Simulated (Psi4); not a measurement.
# B3LYP/6-31G(d) (spherical functions) run of BH2OF (SMILES OBF)

Aim: the vertical ionisation energy of BH2OF at B3LYP/6-31G* (spherical functions), from 2 runs. 

The results are computed with Psi4 1.11.

1 further run of the same task is left out (set aside as unsound or not needed).

## 1. The system as given

BH2OF has 5 atoms, charge 0, and is taken as a singlet. As SMILES, `OBF`. The shape is that of a PBE0-D4/def2-TZVP optimisation. This is one conformer, not always the lowest.

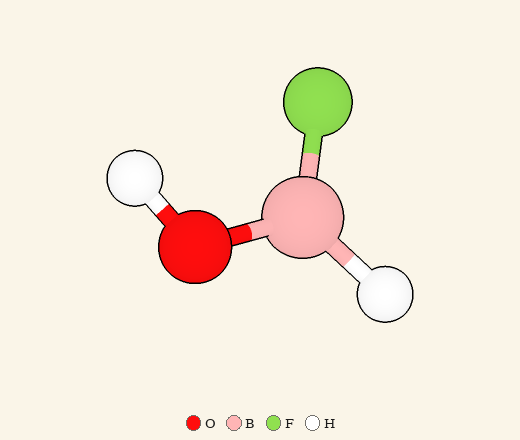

The structure, seen from a chosen angle (oxygen red, boron pink, fluorine green, hydrogen white).

## 2. Energy and forces at B3LYP/6-31G(d) (spherical functions)

The input, bfh2o.dat:

```
memory 1600 mb

molecule m {
  0 1
  O     -1.82434160     0.29744289     0.29649803
  B      0.68975004    -0.05706973     0.38002392
  F      1.96380339    -0.61170435    -1.71870591
  H     -2.52694177     0.10847028    -1.37156322
  H      1.79202728     0.12358809     2.33570149
  units bohr
  symmetry c1
  no_reorient
  no_com
}

set {
  basis 6-31G*
  puream true
  e_convergence 1e-09
  d_convergence 1e-08
  scf_type pk
  dft_radial_points 99
  dft_spherical_points 590
}

energy_value, wavefunction = gradient('b3lyp', return_wfn=True)
print_variables()
```

Run with:

```console
$ psi4 -n 1 bfh2o.dat bfh2o.out
```

bfh2o.out:

```text
[...]
  Running in c1 symmetry.
[...]
  Nuclear repulsion =   64.275791425546529
[...]
  Multiplicity = 1
[...]
  Nalpha       = 12
  Nbeta        = 12
[...]
    Number of basis functions: 46
[...]
   @RKS iter   1:  -201.07159112881598   -3.72758e-01   1.37585e-02 DIIS/ADIIS
[...]
   @RKS iter  10:  -201.21805774951133   -1.53477e-12   4.19701e-09 DIIS
[...]
    Orbital Energies [Eh]
    ---------------------
    Doubly Occupied:
       1A    -24.693146     2A    -19.171905     3A     -6.812984
       4A     -1.203467     5A     -1.041994     6A     -0.583073
       7A     -0.530593     8A     -0.472713     9A     -0.451688
      10A     -0.377820    11A     -0.360832    12A     -0.360635
[...]
  @RKS Final Energy:  -201.21805774951133
   => Energetics <=
    Nuclear Repulsion Energy =             64.2757914255465295
    One-Electron Energy =                -404.9605097996927725
    Two-Electron Energy =                 158.8342784156011476
    DFT Exchange-Correlation Energy =     -19.3676177909662108
    Empirical Dispersion Energy =           0.0000000000000000
    VV10 Nonlocal Energy =                  0.0000000000000000
    Total Energy =                       -201.2180577495113312
[...]
 Multipole Moments:
 ------------------------------------------------------------------------------------
     Multipole            Electronic (a.u.)      Nuclear  (a.u.)        Total (a.u.)
 ------------------------------------------------------------------------------------
 L = 1.  Multiply by 2.5417464519 to convert [e a0] to [Debye]
 Dipole X            :         -6.1244095            5.7933334           -0.3310761
 Dipole Y            :          3.1605324           -3.1790863           -0.0185539
 Dipole Z            :          9.8485900          -10.2321111           -0.3835211
 Magnitude           :                                                    0.5069952
[...]
  -Total Gradient:
     Atom            X                  Y                   Z
    ------   -----------------  -----------------  -----------------
       1        0.003730705074    -0.002107550977    -0.008905114280
       2       -0.003713415759     0.000019931587    -0.003002025076
       3       -0.003091117426     0.001261010748     0.004609545386
       4        0.001727534530     0.000982098508     0.007055848444
       5        0.001350763169    -0.000153744090     0.000255459932
[...]
```

It took 7.8 s on 1 thread of Intel Xeon Platinum 8375C at 2.90GHz (Ice Lake), shared host; peak memory 0.58 GiB.

## 3. The doublet cation

The input, input.inp:

```
memory 1.6 GB

molecule {
  1 2
  O     -1.82434160     0.29744289     0.29649803
  B      0.68975004    -0.05706973     0.38002392
  F      1.96380339    -0.61170435    -1.71870591
  H     -2.52694177     0.10847028    -1.37156322
  H      1.79202728     0.12358809     2.33570149
  units au
  symmetry c1
  no_reorient
  no_com
}

set globals {
  basis 6-31G*
  reference uks
  puream true
  e_convergence 1e-09
  d_convergence 1e-08
  scf_type pk
  dft_radial_points 99
  dft_spherical_points 590
  maxiter 200
}

energy_value, wavefunction = gradient("b3lyp", return_wfn=True)
```

Run with:

```console
$ psi4 -i input.inp -o input.out -n 1
```

input.out:

```text
[...]
  Running in c1 symmetry.
[...]
  Nuclear repulsion =   64.275791425546529
[...]
  Multiplicity = 2
[...]
  Nalpha       = 12
  Nbeta        = 11
[...]
    Number of basis functions: 46
[...]
   @UKS iter   1:  -200.60403452252490    9.47986e-02   1.22719e-02 ADIIS/DIIS
[...]
   @UKS iter  18:  -200.73189108762782    4.26326e-13   1.82567e-09 DIIS
[...]
   @S^2 Observed:                7.546345119E-01
[...]
    Orbital Energies [Eh]
    ---------------------
    Alpha Occupied:
       1A    -25.099584     2A    -19.509539     3A     -7.176134
       4A     -1.585855     5A     -1.370999     6A     -0.917152
       7A     -0.880842     8A     -0.855547     9A     -0.807967
      10A     -0.741833    11A     -0.712865    12A     -0.678714
    Alpha Virtual:
      13A     -0.284222    14A     -0.178917    15A     -0.129970
      16A     -0.065372    17A     -0.023312    18A      0.127376
      19A      0.154419    20A      0.230318    21A      0.261686
      22A      0.483330    23A      0.579725    24A      0.637445
      25A      0.694561    26A      0.810237    27A      0.811896
[...]
  @UKS Final Energy:  -200.73189108762782
   => Energetics <=
    Nuclear Repulsion Energy =             64.2757914255465295
    One-Electron Energy =                -396.6681199048545068
    Two-Electron Energy =                 150.6737245633547388
    DFT Exchange-Correlation Energy =     -19.0132871716745591
    Empirical Dispersion Energy =           0.0000000000000000
    VV10 Nonlocal Energy =                  0.0000000000000000
    Total Energy =                       -200.7318910876278153
[...]
 Multipole Moments:
 ------------------------------------------------------------------------------------
     Multipole            Electronic (a.u.)      Nuclear  (a.u.)        Total (a.u.)
 ------------------------------------------------------------------------------------
 L = 1.  Multiply by 2.5417464519 to convert [e a0] to [Debye]
 Dipole X            :         -5.5200135            5.7933334            0.2733199
 Dipole Y            :          3.0870775           -3.1790863           -0.0920089
 Dipole Z            :         10.0635129          -10.2321111           -0.1685982
 Magnitude           :                                                    0.3340580
[...]
  -Total Gradient:
     Atom            X                  Y                   Z
    ------   -----------------  -----------------  -----------------
       1        0.005897414151    -0.004420744557    -0.020297024273
       2       -0.000559604875     0.008987905335     0.050848787762
       3        0.003302582952    -0.004481746575    -0.022820541059
       4        0.012524091509     0.001572849603     0.019480744125
       5       -0.021160400304    -0.001656432395    -0.027198086931
[...]
```

Wall time 17 s (1 thread of Intel Xeon Platinum 8375C at 2.90GHz (Ice Lake), shared host); peak memory 0.58 GiB.

## 4. Summary of results

Level: B3LYP/6-31G* (spherical functions).

| quantity | value |
| --- | --- |
| singlet BH2OF: total energy | -201.21806 Eh |
| singlet BH2OF: dipole moment | 1.29 D |
| singlet BH2OF: HOMO energy | -9.81 eV |
| singlet BH2OF: LUMO energy | 0.83 eV |
| singlet BH2OF: HOMO–LUMO gap | 10.64 eV |
| singlet BH2OF: largest force on an atom | 0.508 eV/Å |
| doublet cation: total energy | -200.73189 Eh |
| doublet cation: HOMO energy (highest over α and β) | -18.26 eV |
| doublet cation: LUMO energy (lowest over α and β) | -16.59 eV |
| doublet cation: ⟨S²⟩ | 0.755 |
| doublet cation: largest force on an atom | 2.655 eV/Å |
| vertical ionisation energy (to the doublet cation) | 13.229 eV |

**Reading.** Removing an electron at fixed nuclei costs 13.23 eV (1276 kJ/mol). The largest force (singlet BH2OF) is 0.51 eV/Å: the shape isn't a stationary point for this species at this level. The negative HOMO energy of the first species, 9.81 eV, lies 3.42 eV below that difference.
